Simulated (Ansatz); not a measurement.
System: C2H8B2Si.

The calculation's input:

```
crystal:
  periodic: [false, false, false]
  atoms:
    - {symbol: B, position_ang: [0.843109, 1.606682, 0.655768]}
    - {symbol: B, position_ang: [-0.392250, 1.038565, 1.317726]}
    - {symbol: C, position_ang: [-1.109577, -0.296290, 1.222092]}
    - {symbol: Si, position_ang: [0.524854, -0.394553, 0.167387]}
    - {symbol: C, position_ang: [0.195071, -0.855975, -1.612835]}
    - {symbol: H, position_ang: [-0.444526, 1.848177, 0.233532]}
    - {symbol: H, position_ang: [1.629793, 2.441583, 0.376618]}
    - {symbol: H, position_ang: [-1.102715, -0.921298, 2.111567]}
    - {symbol: H, position_ang: [-2.027942, -0.401241, 0.649812]}
    - {symbol: H, position_ang: [1.525127, -1.263221, 0.832283]}
    - {symbol: H, position_ang: [-0.099451, -1.904552, -1.697763]}
    - {symbol: H, position_ang: [1.086406, -0.696759, -2.223172]}
    - {symbol: H, position_ang: [-0.607499, -0.235820, -2.018414]}
basis:
  gaussian: {orbitals: def2-TZVPP}
hamiltonian: {xc: pbe0, dispersion: d4}
output: {orbitals: {seedname: orbitals}}
```

Run with:

```sh
ansatz run in.yaml --threads 4 --pin off --events-out ev --progress --plain --max-ram 10444MiB
```

Geometry: PBE0-D4/def2-TZVP.

Theory: Ansatz 0.2.0, RKS PBE0-D4/def2-TZVPP.

### What can the converged electron density and electron localisation function tell about the bonding?

B–B (1.51 Å): ρ at the midpoint is about 1.2 e/Å³; the ELF peaks at about 0.80 between the atoms (localised, covalent bonding).
C–B (1.52 Å): the density is about 1.5 e/Å³ at the midpoint; the ELF peaks at about 0.95 between the atoms; a covalent bond.
Si–B (2.05 Å): the density is about 0.57 e/Å³ at the midpoint; the ELF reaches about 0.55 near the midpoint.
C–Si (1.95 Å): ρ at the midpoint is about 0.81 e/Å³; the ELF peaks at about 0.90 between the atoms: a covalent bond.

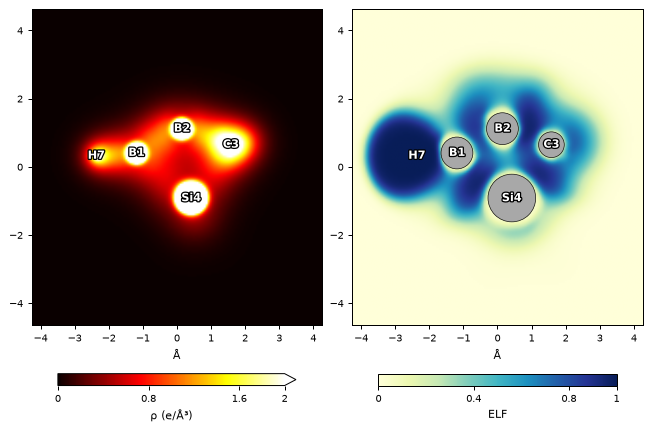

Computed electron density and electron localisation function on the plane of atoms B2, B1 and H7, in this order. Grey discs cover the atomic cores in the ELF map. 
